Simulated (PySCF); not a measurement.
# RuOF₂: singlet, from a trigonal planar start

The task is one start of a wider search on RuOF₂: the singlet, from a trigonal planar start. It is relaxed, tested by its Hessian and followed downhill if it is a saddle.

The runs use PySCF 2.14.0; B3LYP, basis Ru def2-SVP with ECP28, O def2-SVP, F def2-SVP, scalar-relativistic core potentials, no spin–orbit coupling, density fitting.

### 1 Where the work starts

4 atoms, charge 0, spin multiplicity 1.

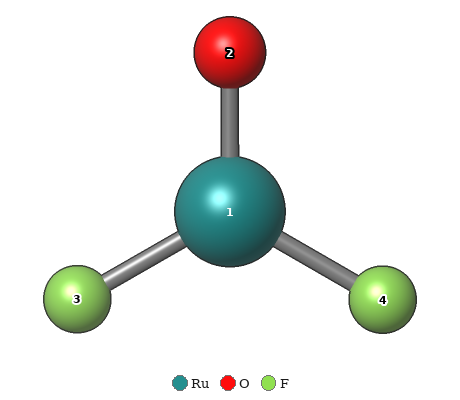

As it starts; ruthenium teal, oxygen red, fluorine green; atoms are numbered from 1 in the order of the file.

```xyz
4
charge 0 multiplicity 1
Ru   -0.0274   -0.0475    0.0000
O    -0.8824   -1.5284    0.0000
F     1.8626   -0.0475    0.0000
F    -0.9724    1.5893    0.0000
```

### 2 Trigonal planar start, singlet: relaxation

One driver script runs all steps and calls PySCF; scf.py shows how it sets up the SCF of each step. The optimiser is the driver's own. Before each start the driver seeks the lowest SCF state from one or more starting densities and follows internal instabilities, so scf.py alone need not reach the same state.

The program finds C2v symmetry in the start, which this walk keeps. Threshold on the gradient: 0.0003 Eh/bohr, with a further test on the energy change.

File scf.py:

```python
from pyscf import gto, scf, dft
mol = gto.M(atom='''
Ru    -0.027441    -0.047529    -0.000000
O     -0.882449    -1.528425    -0.000000
F      1.862564    -0.047538     0.000000
F     -0.972431     1.589271     0.000000''',
    basis={'Ru': 'def2-SVP', 'O': 'def2-SVP', 'F': 'def2-SVP'},
    ecp={'Ru': 'def2-SVP'},
    charge=0, spin=0)
mf = dft.RKS(mol, xc='B3LYP')
mf.grids.atom_grid = (50, 194)
aux = {'Ru': 'def2-universal-JKFIT', 'O': 'def2-universal-JKFIT', 'F': 'def2-universal-JKFIT'}
mf = mf.density_fit(auxbasis=aux)
mf.kernel()
```

Steps of the walk:

```csv
step,energy (Eh),change (kJ/mol),largest symmetric gradient (Eh/bohr)
0,-369.582134,0.00,0.08740
1,-369.597411,-40.11,0.03454
2,-369.600308,-47.72,0.01089
3,-369.602130,-52.50,0.00811
4,-369.602623,-53.79,0.00310
5,-369.602638,-53.83,0.00081
6,-369.602639,-53.84,0.00009
```

The walk needed 9 s of wall time on 4 threads, shared host.

Positions (Å) and forces (eV/Å) along the way:

```
step 0
Ru  -0.027  -0.048   0.000  -2.281  -3.938   0.000
O   -0.882  -1.528   0.000   2.588   4.498   0.000
F    1.863  -0.048   0.000  -1.361   0.412   0.000
F   -0.972   1.589   0.000   1.054  -0.972   0.000
step 1
Ru  -0.056  -0.096   0.000   0.635   1.113   0.000
O   -0.841  -1.457   0.000  -1.027  -1.775   0.000
F    1.788  -0.020   0.000   0.081   0.392   0.000
F   -0.911   1.538   0.000   0.311   0.271   0.000
step 3
Ru  -0.092  -0.159   0.000  -0.162  -0.323   0.000
O   -0.896  -1.551   0.000   0.237   0.419   0.000
F    1.740   0.113   0.000  -0.279   0.099   0.000
F   -0.772   1.564   0.000   0.203  -0.194   0.000
step 6
Ru  -0.106  -0.184   0.000   0.013  -0.001   0.000
O   -0.906  -1.569   0.000  -0.005  -0.001   0.000
F    1.706   0.161   0.000  -0.004   0.002   0.000
F   -0.714   1.558   0.000  -0.003   0.001   0.000
```

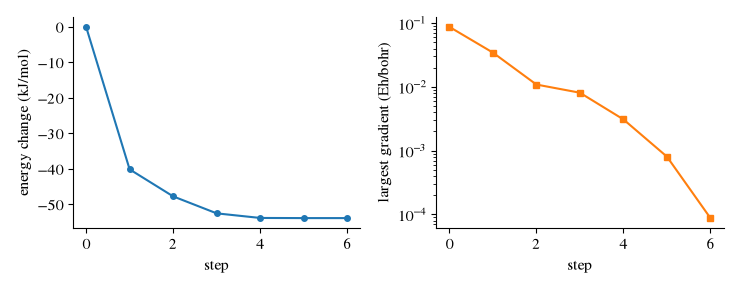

How energy and gradient fall.

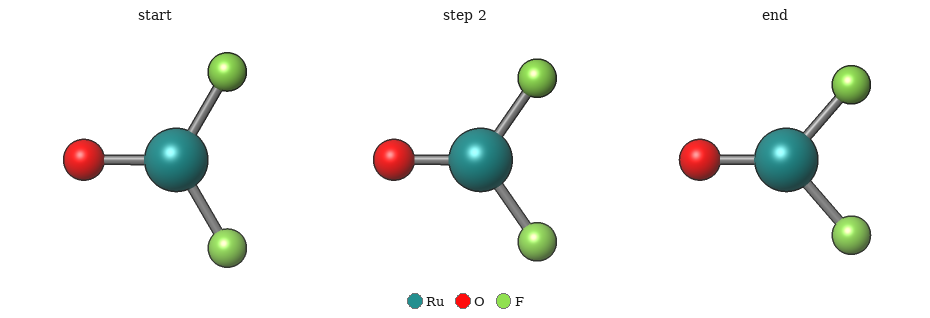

The geometry along the walk, at one scale.

End point (C2v, 6 steps, 53.8 kJ/mol gained): Ru–F 1.845 Å (×2), Ru–O 1.600 Å; F–Ru–F 98.5°, F–Ru–O 130.8° (×2).

### 3 Is it a minimum? Harmonic modes

On the finer grid the gradient is checked again; gradients at displacements of ±0.01 bohr then give force constants and infrared intensities.

scf.py, as its differences from that of step 2:

```diff
@@ -3,4 +3,4 @@
-Ru    -0.027441    -0.047529    -0.000000
-O     -0.882449    -1.528425    -0.000000
-F      1.862564    -0.047538     0.000000
-F     -0.972431     1.589271     0.000000''',
+Ru    -0.064682    -0.112032     0.000000
+O     -0.864822    -1.497893     0.000000
+F      1.747414     0.232463    -0.000000
+F     -0.672368     1.629545    -0.000000''',
@@ -11 +11 @@
-mf.grids.atom_grid = (50, 194)
+mf.grids.atom_grid = (75, 302)
```

The driver hands on the density of the step before, so the log starts near convergence.

SCF at the final geometry:

```text
init E= -369.602623862503
  HOMO = -0.29034017199343  LUMO = -0.1774936706624  gap/eV = 3.07071
cycle= 1 E= -369.602623862366  delta_E= 1.37e-10  |g|= 2.84e-05  |ddm|= 2.53e-05
  HOMO = -0.290346541920994  LUMO = -0.177497533130264  gap/eV = 3.07078
cycle= 2 E= -369.602623860347  delta_E= 2.02e-09  |g|= 0.000108  |ddm|= 8.21e-05
  HOMO = -0.290342191464624  LUMO = -0.177495567230586  gap/eV = 3.07071
cycle= 3 E= -369.602623862484  delta_E= -2.14e-09  |g|= 1.44e-05  |ddm|= 6.44e-05
  HOMO = -0.290341999116475  LUMO = -0.177495121617287  gap/eV = 3.07072
cycle= 4 E= -369.602623862524  delta_E= -3.98e-11  |g|= 1.17e-06  |ddm|= 9.82e-06
  HOMO = -0.290341678472761  LUMO = -0.177494797232136  gap/eV = 3.07072
Extra cycle  E= -369.602623862522  delta_E= 1.82e-12  |g|= 2.45e-06  |ddm|= 3.5e-06
converged SCF energy = -369.602623862522
```

The whole step took 19 s.

Geometry: C2v; Ru–F 1.845 Å (×2), Ru–O 1.600 Å; F–Ru–F 98.5°, F–Ru–O 130.8° (×2).

Harmonic modes (main isotopes):

```
symmetry  ω (cm⁻¹)  IR (km/mol)  μ (u)
      b2       159         22.7  19.58
      a1       176          6.5  20.71
      b1       201          8.8  23.59
      b2       641          105  21.81
      a1       673         69.5  20.76
      a1      1123          169  18.02
```

Every mode is real; the point is a minimum.

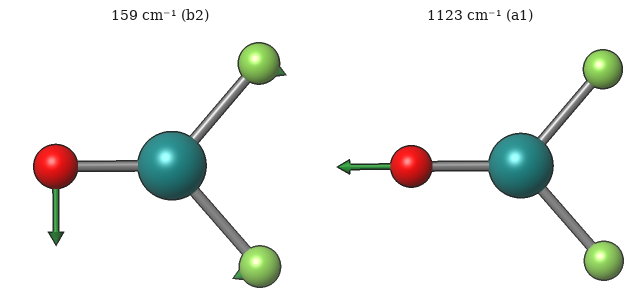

Displacements of 2 of the modes, as arrows (one member where a mode is degenerate).

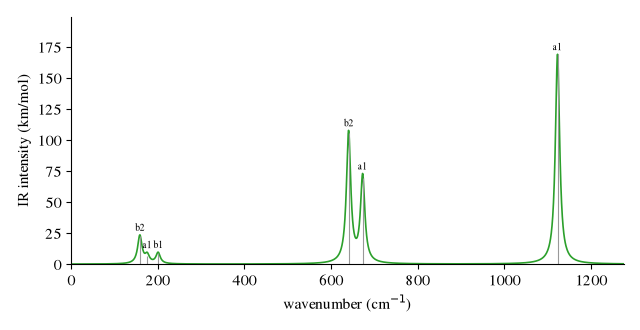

The harmonic infrared spectrum (widths in cm⁻¹). Lines are broadened to a width of 12 cm⁻¹ (Lorentzian).

Constants and moments:

* Dipole moment: 1.72 D
* Highest occupied level: -7.90 eV
* Lowest empty level: -4.83 eV
* Rotational constants: 0.2273, 0.1804, 0.1006 cm⁻¹
* Zero-point energy: 17.8 kJ/mol
* Principal polarisabilities: 24.3, 28.3, 39.3 bohr³
* Atomisation energy without zero-point energy: 1329 kJ/mol
* Principal traceless quadrupole moments about the centre of mass: -2.02, -1.56, 3.58 D Å
* Entropy at 298.15 K and 1 bar: 305.5 J/(mol K)
* Heat capacity Cp at 298.15 K: 65.4 J/(mol K)
* Enthalpy at 298.15 K above 0 K: 15.36 kJ/mol
* Rotational symmetry number: 2

Charges (e) and bond orders:

| atom | Mulliken | Löwdin | polar tensor | Mayer order to Ru1 |
| --- | --- | --- | --- | --- |
| Ru1 | 0.94 | 0.23 | 1.76 | – |
| O2 | -0.27 | 0.04 | -0.63 | 2.21 |
| F3,4 | -0.34 | -0.14 | -0.57 | 0.98 |

Mulliken populations on Ru1 (outside its core potential): s 2.41, p 6.33, d 6.28, f 0.04.

### 4 Would spin polarisation lower it?

At the lowest minimum the closed shell is tested against spin polarisation, on the (50, 194) grid. It is unstable: an open-shell solution lies lower. That solution was not followed to a minimum here.

### 5 Outcome

| quantity | value |
| --- | --- |
| minimum | singlet, C2v (closed shell, unstable towards spin polarisation) |
| geometry | Ru–F 1.845 Å (×2), Ru–O 1.600 Å; F–Ru–F 98.5°, F–Ru–O 130.8° (×2) |
| wavenumbers (cm⁻¹) | 159 (b2), 176 (a1), 201 (b1), 641 (b2), 673 (a1), 1123 (a1) |
| dipole moment | 1.72 D |
| highest occupied, lowest empty level | -7.90, -4.83 eV |
| polar-tensor charge of Ru1 | +1.76 e |
| zero-point energy | 17.8 kJ/mol |

What this shows: The molecule stays C2v, as typed, and the end point is a minimum. In the infrared the band at 1123 cm⁻¹ (a1, stretch) leads. Only this shape and spin were tried, so other structures or states may lie lower. Spin polarisation would lower this closed shell, so its numbers describe a constrained state.

The search up to here took 34 s.
